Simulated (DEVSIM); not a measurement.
Device: Si p+/n-/n+ power diode, at 300 K.

```
layer (left to right)  material  thickness (μm)  Nd (cm⁻³)  Na (cm⁻³)  τn (s)  τp (s)
---------------------  --------  --------------  ---------  ---------  ------  ------
1                            Si            3.20          -     9.9e18  8.5e-7  8.5e-7
2                            Si            28.0     1.7e14          -  8.5e-7  8.5e-7
3                            Si            22.0     1.1e18          -  8.5e-7  8.5e-7
```

Left contact: ohmic. Right contact: ohmic. Voltage is applied to the left contact. Recombination: SRH at mid-gap. Gap narrowing is on: ΔEg = 6.92 meV × (l + √(l² + 0.5)), l = ln(N/1.3e17 cm⁻³), shared equally by both band edges. Mobility is constant in doping.

Constants are typed, rounded textbook-type inputs, not results; the design itself was drawn at random and stands for no fabricated device. Values at 300 K.

| parameter | Si |
|---|---|
| gap (eV) | 1.124 |
| affinity (eV) | 4.05 |
| permittivity | 11.7 |
| Nc (cm⁻³) | 2.86e19 |
| Nv (cm⁻³) | 3.1e19 |
| μn (cm²/Vs) | 1417 |
| μp (cm²/Vs) | 470 |

Simulated with DEVSIM: 1D drift-diffusion, Boltzmann statistics, complete ionisation; no tunnelling, impact ionisation, image-force lowering or self-heating.

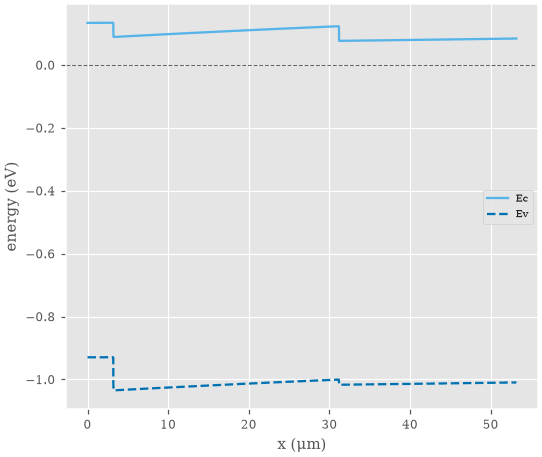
Band edges at 0.9 V on the left contact

Energies count from the Fermi level of the right contact; mesh points crowd at the junctions.

```json
[
 {"x (μm)": "0.000", "Ec (eV)": "0.134", "Ev (eV)": "-0.930", "n (cm⁻³)": "120", "p (cm⁻³)": "9.9e18", "field (V/cm)": "≈ 0"},
 {"x (μm)": "0.07926", "Ec (eV)": "0.134", "Ev (eV)": "-0.930", "n (cm⁻³)": "7.3e14", "p (cm⁻³)": "9.9e18", "field (V/cm)": "≈ 0"},
 {"x (μm)": "0.4162", "Ec (eV)": "0.134", "Ev (eV)": "-0.929", "n (cm⁻³)": "3.8e15", "p (cm⁻³)": "9.9e18", "field (V/cm)": "≈ 0"},
 {"x (μm)": "1.784", "Ec (eV)": "0.134", "Ev (eV)": "-0.929", "n (cm⁻³)": "1.6e16", "p (cm⁻³)": "9.9e18", "field (V/cm)": "≈ 0"},
 {"x (μm)": "3.015", "Ec (eV)": "0.134", "Ev (eV)": "-0.929", "n (cm⁻³)": "2.8e16", "p (cm⁻³)": "9.9e18", "field (V/cm)": "≈ 0"},
 {"x (μm)": "3.175", "Ec (eV)": "0.134", "Ev (eV)": "-0.929", "n (cm⁻³)": "2.9e16", "p (cm⁻³)": "9.9e18", "field (V/cm)": "≈ 0"},
 {"x (μm)": "3.224", "Ec (eV)": "0.091", "Ev (eV)": "-1.033", "n (cm⁻³)": "1.6e17", "p (cm⁻³)": "1.8e17", "field (V/cm)": "-2500"},
 {"x (μm)": "3.516", "Ec (eV)": "0.089", "Ev (eV)": "-1.034", "n (cm⁻³)": "1.7e17", "p (cm⁻³)": "1.7e17", "field (V/cm)": "14"},
 {"x (μm)": "4.650", "Ec (eV)": "0.091", "Ev (eV)": "-1.033", "n (cm⁻³)": "1.7e17", "p (cm⁻³)": "1.7e17", "field (V/cm)": "14"},
 {"x (μm)": "9.567", "Ec (eV)": "0.098", "Ev (eV)": "-1.026", "n (cm⁻³)": "1.7e17", "p (cm⁻³)": "1.7e17", "field (V/cm)": "13"},
 {"x (μm)": "23.92", "Ec (eV)": "0.115", "Ev (eV)": "-1.008", "n (cm⁻³)": "1.9e17", "p (cm⁻³)": "1.9e17", "field (V/cm)": "12"},
 {"x (μm)": "30.19", "Ec (eV)": "0.122", "Ev (eV)": "-1.002", "n (cm⁻³)": "2.0e17", "p (cm⁻³)": "2.0e17", "field (V/cm)": "11"},
 {"x (μm)": "30.99", "Ec (eV)": "0.123", "Ev (eV)": "-1.001", "n (cm⁻³)": "2.0e17", "p (cm⁻³)": "2.0e17", "field (V/cm)": "11"},
 {"x (μm)": "31.17", "Ec (eV)": "0.123", "Ev (eV)": "-1.001", "n (cm⁻³)": "2.0e17", "p (cm⁻³)": "2.0e17", "field (V/cm)": "-260"},
 {"x (μm)": "31.25", "Ec (eV)": "0.077", "Ev (eV)": "-1.017", "n (cm⁻³)": "1.2e18", "p (cm⁻³)": "1.1e17", "field (V/cm)": "≈ 0"},
 {"x (μm)": "31.49", "Ec (eV)": "0.077", "Ev (eV)": "-1.017", "n (cm⁻³)": "1.2e18", "p (cm⁻³)": "1.0e17", "field (V/cm)": "≈ 0"},
 {"x (μm)": "32.48", "Ec (eV)": "0.077", "Ev (eV)": "-1.016", "n (cm⁻³)": "1.2e18", "p (cm⁻³)": "9.9e16", "field (V/cm)": "≈ 0"},
 {"x (μm)": "36.82", "Ec (eV)": "0.079", "Ev (eV)": "-1.015", "n (cm⁻³)": "1.2e18", "p (cm⁻³)": "7.8e16", "field (V/cm)": "≈ 0"},
 {"x (μm)": "50.10", "Ec (eV)": "0.083", "Ev (eV)": "-1.010", "n (cm⁻³)": "1.1e18", "p (cm⁻³)": "1.5e16", "field (V/cm)": "≈ 0"},
 {"x (μm)": "52.50", "Ec (eV)": "0.084", "Ev (eV)": "-1.010", "n (cm⁻³)": "1.1e18", "p (cm⁻³)": "3.5e15", "field (V/cm)": "≈ 0"},
 {"x (μm)": "53.06", "Ec (eV)": "0.084", "Ev (eV)": "-1.010", "n (cm⁻³)": "1.1e18", "p (cm⁻³)": "7.2e14", "field (V/cm)": "≈ 0"},
 {"x (μm)": "53.20", "Ec (eV)": "0.084", "Ev (eV)": "-1.009", "n (cm⁻³)": "1.1e18", "p (cm⁻³)": "340", "field (V/cm)": "≈ 0"}
]
```
